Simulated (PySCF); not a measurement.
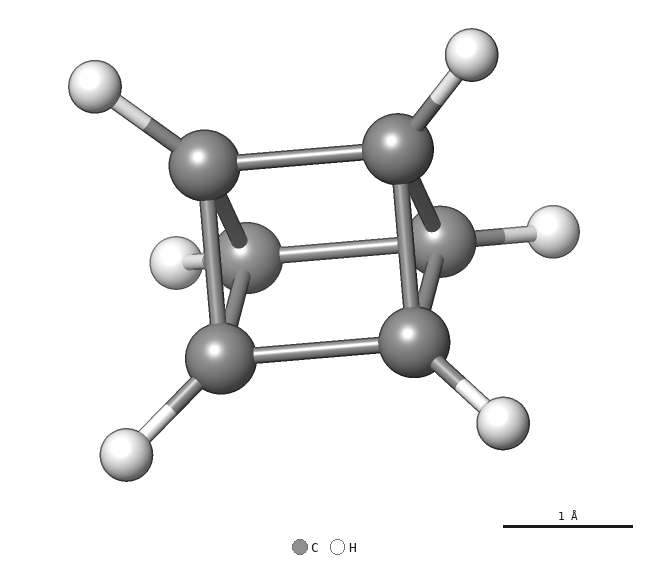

Rendered structure (ball-and-stick style).

The geometry was computed by an optimisation with PBE0-D3(BJ)/def2-TZVP. No frequency run is at hand to confirm it as a minimum.

Identify the structure.

Formula C₆H₆. SMILES: `C12C3C1C1C2C31`. Independent rings (smallest set): 2 of 3 members, 2 of 4 members. This geometry has D3h symmetry.

The parts below concern this one geometry. Atoms keep their numbers from picture to picture.

Geometry

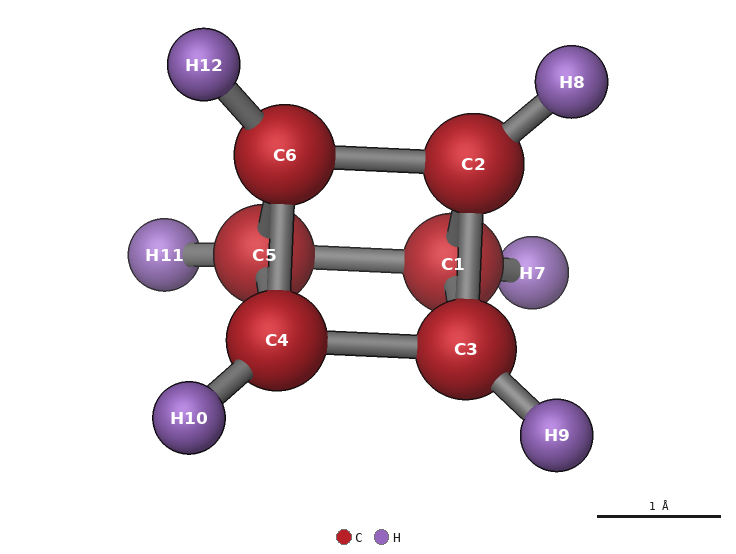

No frequency run is at hand to confirm it as a minimum.

What is the dihedral angle C6–C4–C5–C1?

90° in size, that is about perpendicular.

Bond orders

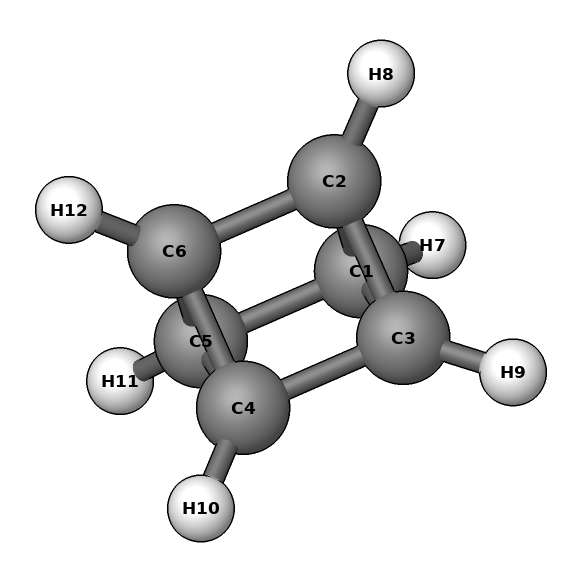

Every bond is drawn as one stick. No frequency run is at hand to confirm it as a minimum. Method: PBE0/pcSseg-2 (PySCF 2.14.0).

List the Mayer bond orders of C1–C5, C1–C2, C1–H7 (one bond of each equivalent set).

```
 bond  Mayer order  length (Å)
C1–C5         0.96       1.547
C1–C2         1.00       1.512
C1–H7         0.96       1.081
```

Levels of theory compared

No frequency run is at hand to confirm it as a minimum. Program: PySCF 2.14.0.

Compare HOMO–LUMO gap (eV), HOMO energy (eV) at these levels: B3LYP/pcJ-2; B97-2/pcJ-2; PBE0/pcJ-2; PBE0/pcSseg-2.

```tsv
level	HOMO–LUMO gap (eV)	HOMO energy (eV)
B3LYP/pcJ-2	7.06	−6.35
B97-2/pcJ-2	7.31	−6.29
PBE0/pcJ-2	7.56	−6.55
PBE0/pcSseg-2	7.47	−6.55
```

Charges

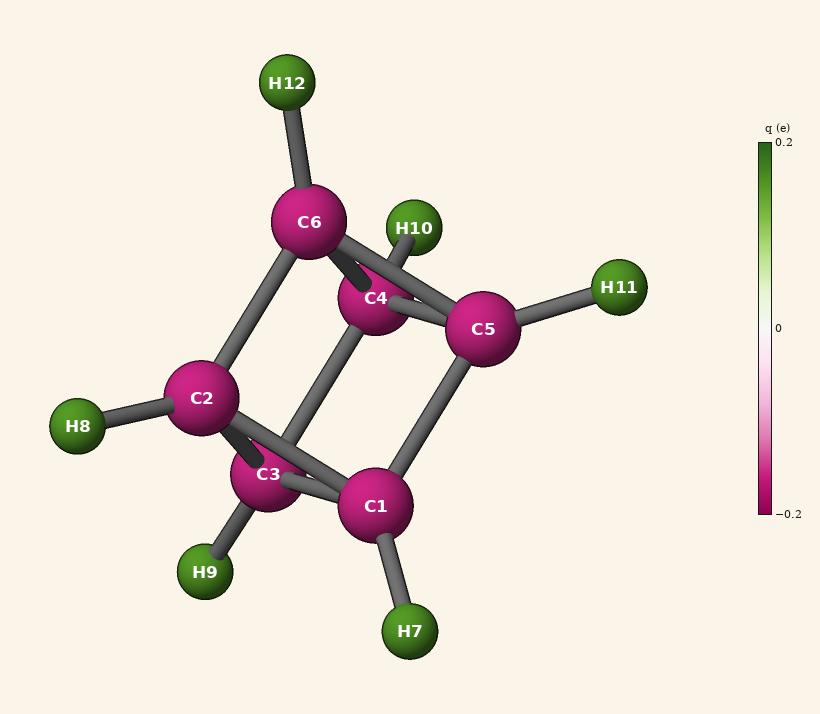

Atoms are coloured by their IAO charges. No frequency run is at hand to confirm it as a minimum. Properties computed with PBE0/pcSseg-2, gas phase (PySCF 2.14.0).

Give the IAO charges atom by atom.

```json
{"atom": "C1", "value (e)": "−0.16"}
{"atom": "C2", "value (e)": "−0.16"}
{"atom": "C3", "value (e)": "−0.16"}
{"atom": "C4", "value (e)": "−0.16"}
{"atom": "C5", "value (e)": "−0.16"}
{"atom": "C6", "value (e)": "−0.16"}
{"atom": "H7", "value (e)": "0.16"}
{"atom": "H8", "value (e)": "0.16"}
{"atom": "H9", "value (e)": "0.16"}
{"atom": "H10", "value (e)": "0.16"}
{"atom": "H11", "value (e)": "0.16"}
{"atom": "H12", "value (e)": "0.16"}
```
